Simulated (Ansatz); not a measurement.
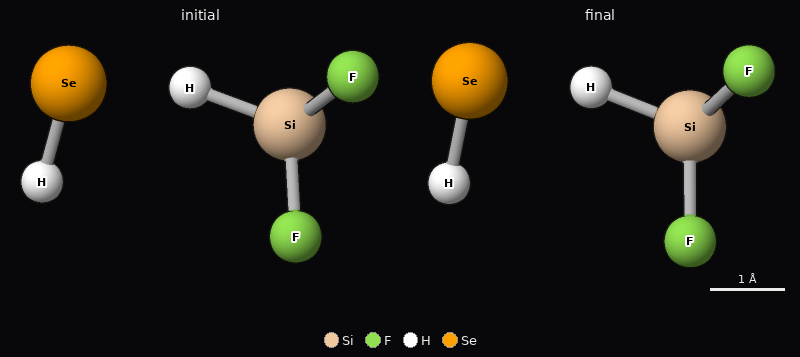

The structure of SiH₂SeF₂ before (left) and after (right) a constrained relaxation, at one scale.

A ball-and-stick model, seen face on.

The reaction that was planned forms Si1–H4, Si1–Se5 and breaks H4–Se5 (atoms numbered from 1 in input order).

These are results of RKS PBE0-D4/def2-SVP (Ansatz), not measurements. Set-up: held fixed: the distance between atoms 1 (Si) and 4 (H), the distance between atoms 1 (Si) and 5 (Se), the distance between atoms 4 (H) and 5 (Se), counting from 1; force threshold 0.04 eV/Å; at most 150 steps.

> What changed between the two?

An F atom moves most after the best rigid fit: 0.11 Å. Largest moves by element: F 0.11 Å, H 0.10 Å, Se 0.04 Å, Si 0.03 Å. Among the contacts that change: H–Se 1.437 → 1.474 Å, F–Si 1.590 → 1.611 Å. Among the angles between lasting bonds that change: F–Si–F 98.8° → 105.4°, F–Si–H 120.0° → 115.3°. The energy falls by 0.093 eV in 3 accepted moves (4 points after the start). The largest force component goes from 0.91 to 0.028 eV/Å. The line search rejected the trial step at point 3 of the run. Cost: 7.5 s on 4 threads of Arm Neoverse V1, with other jobs on the host.
